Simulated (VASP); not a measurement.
## BW under strain

How does the pressure of BW answer to a change of volume? The bands are shown for each cell. All runs use LDA. Left out of this account: 1 further run (fields: a reference on another mesh). The start is a computed cell from the Materials Project.

Main program and level: VASP 6.6.1; LDA; plane waves and PAW (B, W).

## 1. Set-up

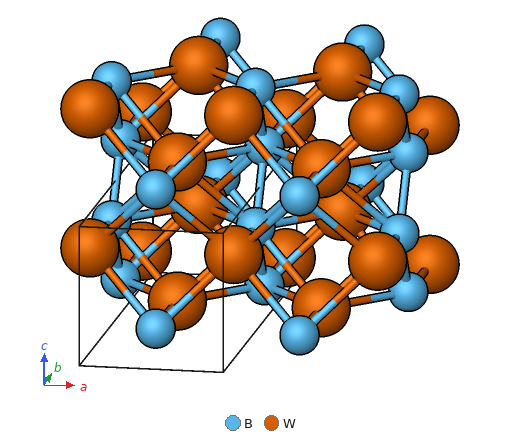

The cell as given, slightly off an axis (boron blue, tungsten orange). 2×1×2 cells are drawn. This picture shows the conventional cell, with its axes. Some periodic images of atoms are drawn too.

Structure file:

```
B W
1.0
     1.58091   -4.24112    0.00000
     1.58091    4.24112    0.00000
     0.00000    0.00000    3.09513
B W
2 2
Direct
  0.56102 0.43898 0.25000
  0.43898 0.56102 0.75000
  0.85539 0.14461 0.25000
  0.14461 0.85539 0.75000
```

## 2. Bands, cell as listed

Levels along the symmetry lines show where the bands peak and cross; KPOINTS_OPT computes them in the converged potential. LDA, the lowest rung, knows the local density alone.

INCAR reads:

```
SYSTEM = BW
PREC = Accurate
ENCUT = 420
EDIFF = 1E-06
NELM = 100
ISMEAR = -1
SIGMA = 0.05
LREAL = .FALSE.
ALGO = Normal
GGA = CA
NBANDS = 23
LASPH = .TRUE.
LORBIT = 11
LWAVE = .FALSE.
LCHARG = .FALSE.
KPAR = 4
```

POSCAR reads:

```
BW
1.0
    1.5809060600     -4.2411156800      0.0000000000
    1.5809060600      4.2411156800      0.0000000000
    0.0000000000      0.0000000000      3.0951265000
B W
2 2
Direct
    0.5610218400      0.4389781600      0.2500000000
    0.4389781600      0.5610218400      0.7500000000
    0.8553852300      0.1446147700      0.2500000000
    0.1446147700      0.8553852300      0.7500000000
```

KPOINTS reads:

```
Automatic mesh
0
Gamma
10 10 10
0 0 0
```

KPOINTS_OPT reads:

```
Line mode
16
Line-mode
Reciprocal
  0.00000000   0.00000000   0.00000000 GAMMA
  0.28473697   0.28473697   0.00000000 X

  0.28473697   0.28473697   0.00000000 X
  0.00000000   0.50000000   0.00000000 S

  0.00000000   0.50000000   0.00000000 S
  0.00000000   0.50000000   0.50000000 R

  0.00000000   0.50000000   0.50000000 R
  0.28473697   0.28473697   0.50000000 A

  0.28473697   0.28473697   0.50000000 A
  0.00000000   0.00000000   0.50000000 Z

  0.00000000   0.00000000   0.50000000 Z
  0.00000000   0.00000000   0.00000000 GAMMA

  0.00000000   0.00000000   0.00000000 GAMMA
 -0.50000000   0.50000000   0.00000000 Y

 -0.50000000   0.50000000   0.00000000 Y
 -0.28473697   0.71526303   0.00000000 X1

 -0.28473697   0.71526303   0.00000000 X1
 -0.28473697   0.71526303   0.50000000 A1

 -0.28473697   0.71526303   0.50000000 A1
 -0.50000000   0.50000000   0.50000000 T

 -0.50000000   0.50000000   0.50000000 T
 -0.50000000   0.50000000   0.00000000 Y

  0.00000000   0.00000000   0.50000000 Z
 -0.50000000   0.50000000   0.50000000 T
```

Potentials, in the order of the species: B and W (LDA family, release 64).

On the command line:

```
> mpirun -np 4 vasp_std
```

Log:

```text
[banner, memory and clock lines left out]
running    4 mpi-ranks, on    1 nodes
 distrk:  each k-point on    1 cores,    4 groups
 distr:  one band on    1 cores,    1 groups

 POSCAR found type information on POSCAR B W
 POSCAR found :  2 types and       4 ions
 LDA part: xc-table for (Slater(with rela. corr.)+CA(PZ))
 , standard interpolation
 POSCAR, INCAR and KPOINTS ok, starting setup
 FFT: planning ... GRIDC
 FFT: planning ... GRID_SOFT
 FFT: planning ... GRID
 WAVECAR not read
 entering main loop
       N       E                     dE             d eps       ncg     rms          rms(c)
DAV:   1     0.216976878532E+02    0.21698E+02   -0.68560E+03  8556   0.596E+02
DAV:   2    -0.471387406840E+02   -0.68836E+02   -0.64424E+02 10441   0.162E+02
DAV:   3    -0.492084026947E+02   -0.20697E+01   -0.20415E+01 10443   0.236E+01
DAV:   4    -0.492145388473E+02   -0.61362E-02   -0.61343E-02  9495   0.141E+00
DAV:   5    -0.492145577768E+02   -0.18929E-04   -0.18928E-04 10490   0.734E-02    0.408E+01
DAV:   6    -0.451607968606E+02    0.40538E+01   -0.45706E+00 10293   0.145E+01    0.135E+01
DAV:   7    -0.450102829810E+02    0.15051E+00   -0.93180E-01  9292   0.491E+00    0.760E+00
DAV:   8    -0.449583437296E+02    0.51939E-01   -0.58875E-02 10055   0.130E+00    0.361E-01
DAV:   9    -0.449555908813E+02    0.27528E-02   -0.87008E-03  9403   0.491E-01    0.500E-01
DAV:  10    -0.449552934331E+02    0.29745E-03   -0.52080E-04 10460   0.122E-01    0.166E-01
DAV:  11    -0.449552812223E+02    0.12211E-04   -0.41519E-05  9694   0.327E-02    0.124E-02
DAV:  12    -0.449552797997E+02    0.14227E-05   -0.66759E-06 10096   0.121E-02    0.235E-03
DAV:  13    -0.449552798008E+02   -0.11473E-08   -0.17644E-07  5279   0.236E-03
   1 F= -.44955280E+02 E0= -.44948742E+02  d E =-.130761E-01
 Start KPOINTS_OPT (optional k-point list driver)
k-point batch [1-186\192]
       N       E                     dE             ncg
DAV:   1     0.265483555034E+05   -0.65551E+05     8556
DAV:   2     0.137225208321E+05   -0.12826E+05    10385
DAV:   3     0.133333426213E+05   -0.38918E+03    10597
DAV:   4     0.133320488890E+05   -0.12937E+01     9502
DAV:   5     0.133320425802E+05   -0.63089E-02    10773
DAV:   6     0.133320425291E+05   -0.51128E-04     9192
DAV:   7     0.133320425282E+05   -0.89061E-06     9107
k-point batch [187-192\192]
       N       E                     dE             ncg
DAV:   1     0.931738542640E+05   -0.29466E+04      276
DAV:   2     0.927672732720E+05   -0.40658E+03      339
DAV:   3     0.927561108329E+05   -0.11162E+02      346
DAV:   4     0.927560771685E+05   -0.33664E-01      327
DAV:   5     0.927560770192E+05   -0.14928E-03      361
DAV:   6     0.927560770181E+05   -0.10931E-05      349
DAV:   7     0.927560770181E+05   -0.80036E-08      298
```

Elapsed: 24 s, on 4 MPI ranks of Intel Xeon 6975P-C (Granite Rapids), shared host; peak memory 1.1 GiB.

Lines that name or quote the potential files are left out of all logs, and their timing lines are given in words.

Parts of OUTCAR (step 2):

```text
ion  position               nearest neighbor table
   1  0.561  0.439  0.250-   2 1.86   2 1.86   4 2.32   4 2.32   4 2.32   4 2.32   3 2.35   3 2.35
                             3 2.50
   2  0.439  0.561  0.750-   1 1.86   1 1.86   3 2.32   3 2.32   3 2.32   3 2.32   4 2.35   4 2.35
                             4 2.50
   3  0.855  0.145  0.250-   2 2.32   2 2.32   2 2.32   2 2.32   1 2.35   1 2.35   1 2.50   4 2.84
                             4 2.84   4 2.84   4 2.84   4 2.90   4 2.90
   4  0.145  0.855  0.750-   1 2.32   1 2.32   1 2.32   1 2.32   2 2.35   2 2.35   2 2.50   3 2.84
                             3 2.84   3 2.84   3 2.84   3 2.90   3 2.90

  LATTYP: Found a base centered orthorhombic cell.
 ALAT       =     3.1618121200
 B/A-ratio  =     2.6827120139
 C/A-ratio  =     0.9789090504

 Subroutine GETGRP returns: Found  8 space group operations
 (whereof  4 operations were pure point group operations)

The static configuration has the point symmetry C_2h.
 The point group associated with its full space group is D_2h.

 Found    186 irreducible k-points:

   k-points           NKPTS =    186   k-points in BZ     NKDIM =    186   number of bands    NBANDS=     23

   dimension x,y,z NGX =    30 NGY =   30 NGZ =   24
   dimension x,y,z NGXF=    60 NGYF=   60 NGZF=   48

   ENCUT  =  420.0 eV  30.87 Ry    5.56 a.u.   7.56  7.56  5.17*2*pi/ulx,y,z

   NELECT =      18.0000    total number of electrons

 k-points in reciprocal lattice and weights: Automatic mesh
   0.00000000  0.00000000  0.00000000       0.001
   0.10000000 -0.00000000  0.00000000       0.004
   0.20000000 -0.00000000  0.00000000       0.004
   0.30000000  0.00000000  0.00000000       0.004
   0.40000000  0.00000000  0.00000000       0.004
   0.50000000 -0.00000000  0.00000000       0.002
   0.10000000  0.10000000  0.00000000       0.002
   0.20000000  0.10000000  0.00000000       0.004
   0.30000000  0.10000000  0.00000000       0.004
[...]
-0.40000000  0.40000000  0.50000000       0.002
   0.50000000  0.50000000  0.50000000       0.001

 average (electrostatic) potential at core
       1 -29.3445       2 -29.3445       3 -37.1325       4 -37.1325

 E-fermi :   9.3765

 k-point     1 :       0.0000    0.0000    0.0000
  band No.  band energies     occupation
    ...
      6       4.8411      2.00000
      7       6.5600      2.00000
      8       8.0722      2.00000
      9       8.6682      2.00000
     10       9.3361      1.38372
     11      10.5092      0.00000
     12      10.5165      0.00000
     13      11.6118      0.00000
     14      13.4349      0.00000
     15      13.5323      0.00000
    ...

 k-point     2 :       0.1000   -0.0000    0.0000
  band No.  band energies     occupation
    ...
      6       5.7083      2.00000
      7       6.8068      2.00000
      8       7.8389      2.00000
      9       7.8980      2.00000
     10       8.8362      1.99996
     11      10.2860      0.00000
     12      11.5300      0.00000
     13      12.1876      0.00000
     14      12.8350      0.00000
     15      14.2154      0.00000
    ...

 k-point     3 :       0.2000   -0.0000    0.0000
  band No.  band energies     occupation
    ...
      6       6.0138      2.00000
      7       7.0159      2.00000
      8       7.3067      2.00000
      9       8.1021      2.00000
     10       8.1214      2.00000
     11       9.6707      0.00555
     12      12.0791      0.00000
     13      12.4872      0.00000
     14      13.3587      0.00000
     15      15.1019      0.00000
    ...

  Total       -2.4661097     -2.4894381     -2.7308124      0.0000000      0.0000000      0.0000000
  in kB      -95.1981261    -96.0986606   -105.4163239      0.0000000      0.0000000      0.0000000
  external PRESSURE =     -98.9043702 kB  Pullay stress =       0.0000000 kB

  energy-cutoff  :      420.00
  volume of cell :       41.50
      direct lattice vectors                 reciprocal lattice vectors
     1.580906060 -4.241115680  0.000000000     0.316274327 -0.117893507  0.000000000
     1.580906060  4.241115680  0.000000000     0.316274327  0.117893507  0.000000000
     0.000000000  0.000000000  3.095126500     0.000000000  0.000000000  0.323088572

 POSITION                                       TOTAL-FORCE (eV/Angst)
 -----------------------------------------------------------------------------------
      1.58091     -0.51760      0.77378         0.000000      0.030547     -0.000000
      1.58091      0.51760      2.32134         0.000000     -0.030547      0.000000
      1.58091     -3.01446      0.77378         0.000000      0.046044     -0.000000
      1.58091      3.01446      2.32134         0.000000     -0.046044     -0.000000
 -----------------------------------------------------------------------------------
    total drift:                                0.000000     -0.000000      0.000000

  FREE ENERGIE OF THE ION-ELECTRON SYSTEM (eV)
  ---------------------------------------------------
  free  energy   TOTEN  =       -44.9552798008 eV

  energy  without entropy=      -44.9422037443  energy(sigma->0) =      -44.94874177

 total charge
# of ion       s       p       d       tot
------------------------------------------
    1        0.660   1.256   0.000   1.916
    2        0.660   1.256   0.000   1.916
    3        0.584   0.759   4.413   5.756
    4        0.584   0.759   4.413   5.756
--------------------------------------------------
tot          2.488   4.030   8.826  15.344

[... 3 further parts left out ...]
```

Spin-orbit coupling is off here; with elements this heavy it splits and shifts levels by tenths of an eV or more. At this level the cell is under a tension of 9.9 GPa, so at these settings it is away from equilibrium. The data set W keeps the semicore shell frozen, which is cheaper and a little less accurate.

Numbers from this step:

- electronic steps: 13
- electrons: 18
- bands: 23
- irreducible k points: 186
- symmetry operations: 8
- free energy (TOTEN): -44.96 eV
- energy at zero smearing: -44.95 eV
- Fermi energy: 9.377 eV
- pressure: -9.890 GPa
- metallic: yes

Electronic bands along the path, in eV, zero at the Fermi level; # counts the bands kept, so #1 is VASP's band 2:

| point | #5 | #6 | #7 | #8 | #9 | #10 | #11 | #12 |
| --- | --- | --- | --- | --- | --- | --- | --- | --- |
| Γ | -4.54 | -2.82 | -1.30 | -0.71 | -0.04 | 1.13 | 1.14 | 2.24 |
| X | -3.98 | -2.50 | -2.48 | -1.53 | -0.69 | 1.35 | 2.28 | 2.39 |
| S | -4.34 | -3.12 | -2.42 | -0.67 | -0.07 | 1.37 | 1.42 | 2.34 |
| R | -5.19 | -3.12 | -3.12 | 2.18 | 2.18 | 2.72 | 2.72 | 5.64 |
| A | -5.05 | -2.94 | -2.94 | 1.54 | 1.54 | 2.60 | 2.60 | 5.31 |
| Z | -5.16 | -3.75 | -3.75 | 2.13 | 2.13 | 2.37 | 2.37 | 3.29 |
| Γ | -4.54 | -2.82 | -1.30 | -0.71 | -0.04 | 1.13 | 1.14 | 2.24 |
| Y | -4.70 | -3.61 | -0.68 | -0.22 | 0.82 | 0.96 | 2.05 | 2.07 |
| X1 | -3.98 | -2.50 | -2.48 | -1.53 | -0.69 | 1.35 | 2.28 | 2.39 |
| A1 | -5.05 | -2.94 | -2.94 | 1.54 | 1.54 | 2.60 | 2.60 | 5.31 |
| T | -3.94 | -3.32 | -3.32 | -1.16 | -1.16 | 0.04 | 0.04 | 2.47 |
| Y | -4.70 | -3.61 | -0.68 | -0.22 | 0.82 | 0.96 | 2.05 | 2.07 |
| jump to Z | -5.16 | -3.75 | -3.75 | 2.13 | 2.13 | 2.37 | 2.37 | 3.29 |
| T | -3.94 | -3.32 | -3.32 | -1.16 | -1.16 | 0.04 | 0.04 | 2.47 |

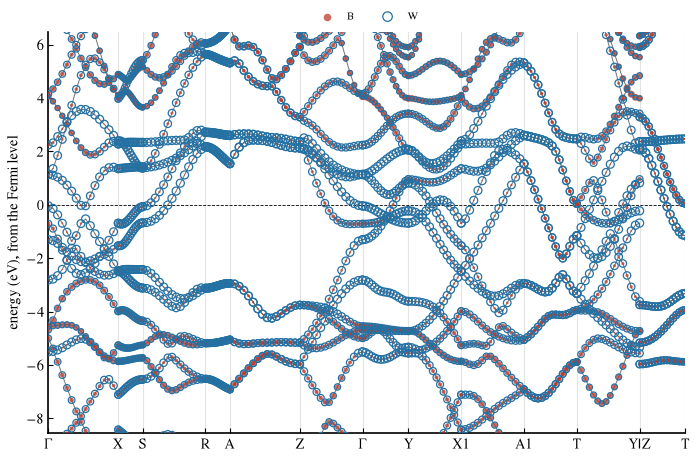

Electronic bands along the path; dots are coloured as in the legend, and their area grows with the weight.

There is no gap at this level.

[end of part 1 of 4]

[Lines on the potential files, build, host, timing and source positions are cut from VASP's logs without a mark.]

[Logs are printed without paths, hosts, clocks, repeated set-up lines and the standing remarks that a program may print on its own settings, such as how far it seeks lower states.]

[Hosts, paths, dates, database ids (printed as entryN), source tags and the programs' standing remarks are cut or masked in the printed files.]

[A measured line is paired with the nearest computed mode of its activity, which favours agreement.]
